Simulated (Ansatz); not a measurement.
Bond-angle distributions (per cent of the angles at each element, bins of 10°) of a relaxed model of amorphous Ru40P10 at 10.40 g/cm³. These are PBE, scalar-relativistic without spin-orbit coupling (plane waves to 420 eV, PAW; Ansatz, a quantum-chemistry and plane-wave program) values and carry that method's errors.

A CHGNet melt-quench gave the starting glass, which DFT then relaxed. The hot cell started wider than the set density and was brought back towards it in steps. It is the lowest in DFT energy of 3 quenches. It is a model cell: composition and starting density were chosen by hand, and all elements were melted together. No dispersion term was used. Its density started from a set value of 10.63 and ended at 10.40 g/cm³. The quench (nominally 310 K/ps over its main leg) was far faster than any real one, so the model tends to hold more defects than a real film. Values belong to this one cell and scatter from quench to quench. Volume and shape were free in the relaxation. On a 2×2×2 Γ-centred mesh force components of up to 0.24 eV/Å stay, since the relaxation ran on one k-point at (1/4, 1/4, 1/4).

Neighbours within Ru-Ru 3.44 Å, Ru-P 3.02 Å, P-P 2.57 Å count as bonded.

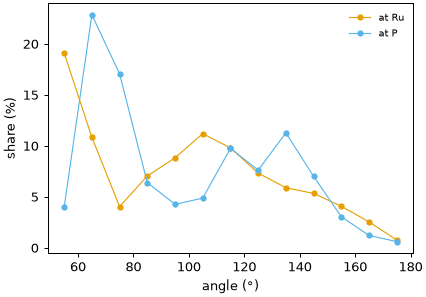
Fig. 1. Bond-angle distributions

They go with these counts of neighbours within the cut-offs, cation contacts included: Ru mean 12.4, most often 12; P mean 8.6, most often 9.
